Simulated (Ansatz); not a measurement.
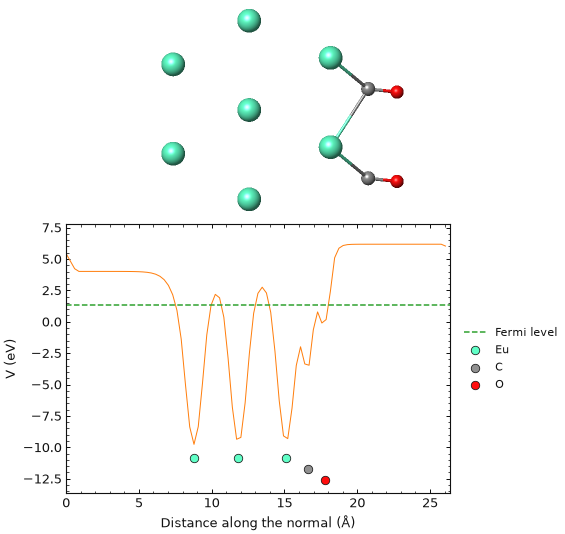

Plane-averaged electrostatic potential energy of an electron across the slab; circles at the bottom mark the heights of the atoms (positions after relaxation). The structure is drawn too.

System: a (110) slab cut from Eu (Im-3m), of composition Eu$_{3}$CO (not the bulk's), ended by Eu planes, 5 atoms in the cell. Starting structure of the relaxation:

```
Eu C O
1.0
     3.79755    0.00000    0.00000
    -1.26585    3.58036    0.00000
     0.00000    0.00000   26.35137
Eu C O
3 1 1
Direct
  0.50000 0.50000 0.32256
  0.00000 0.00000 0.43754
  0.50000 0.50000 0.55259
  0.16667 0.83333 0.62394
  0.16667 0.83333 0.66758
```

Ansatz; DFT PBE, scalar-relativistic, plane waves, PAW, spin-polarised, 8×8×1 k mesh, Gaussian smearing of 0.1 eV.

Read off the work function of each face.

The work function is 4.83 eV at the right face and 2.66 eV at the left.

How thick are slab and vacuum?

The outermost atoms are 9.0 Å apart, which leaves 17.4 Å of vacuum in a cell 26.4 Å high.

Do the two faces differ, and what does that say about the slab's dipole?

The vacuum level is 2.17 eV higher at the right than at the left, so the slab carries a dipole along its normal; the ramp in the vacuum, at or near the edge of the plot, is the dipole correction that keeps each side flat. Some atoms were held fixed in the relaxation, which can itself make the faces differ.

The run may have settled in a state above the lowest, so this need not be the ground state. Spin-orbit coupling is left out, which matters for Eu.
